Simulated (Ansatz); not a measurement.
The figure comes from a scan of AlAs (zinc blende): volume and axial ratio are varied about the relaxed values (subscript 0). Method: PBE (plane waves to 420 eV, PAW, scalar-relativistic; Ansatz, a program for electronic structure). k mesh 10×10×10 (Γ-centred), Fermi-Dirac smearing 0.05 eV. E stands for the smeared free energy. AlAs was relaxed with its symmetry unable to fall. The zero of ΔE is the relaxed starting cell.

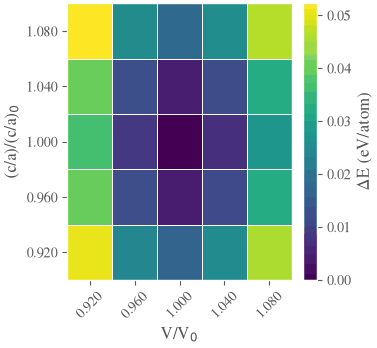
Fig. 1. ΔE (eV/atom), one tile a computed point.

### Question
Turn the plot into a table (rounded to what can be read).

### Answer
To the nearest 0.005:

ΔE (eV/atom), with V/V₀ across and (c/a)/(c/a)₀ down:

```tsv
(c/a)/(c/a)₀ \ V/V₀	0.920	0.960	1.000	1.040	1.080
0.920	0.050	0.025	0.015	0.025	0.045
0.960	0.040	0.010	0.005	0.010	0.030
1.000	0.035	0.010	0.000	0.005	0.025
1.040	0.040	0.015	0.005	0.010	0.030
1.080	0.050	0.025	0.020	0.025	0.045
```

(Under strain, the slope of the energy per volume gives the stress and its curvature an elastic modulus.)
